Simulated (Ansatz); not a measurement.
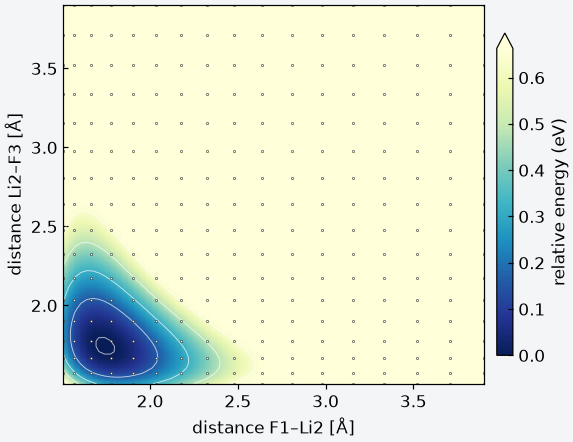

The system F⁻ + LiF. First axis: distance F1–Li2. Second axis: distance Li2–F3. Nothing is relaxed (the angle F1–Li2–F3 is fixed at 90 degrees). The scan uses a 17 × 17 grid; 153 points were computed and 136 follow by symmetry. Points are written as (first, second). Energies: eV, counted from the lowest grid point. All numbers below come from Ansatz 0.2.0, RKS CAM-B3LYP-D4/def2-TZVPD.

The picture shows a smooth colour map with a few white contour lines, dots at the grid points, one colour for all values above the top of the scale. Between grid points the surface is interpolated.

Question: Where is the minimum, and how stiff is the well along each coordinate?

Answer: The interpolated minimum is at distance F1–Li2 ≈ 1.741 Å, distance Li2–F3 ≈ 1.741 Å. The curvatures there are about 6.7 eV/Å² and 6.7 eV/Å², with a cross term of about 2 eV/Å². Round the minimum the valley is somewhat tilted: raising distance F1–Li2 shifts the best value of distance Li2–F3 downwards (coupling k₁₂/√(k₁₁k₂₂) about 0.3).
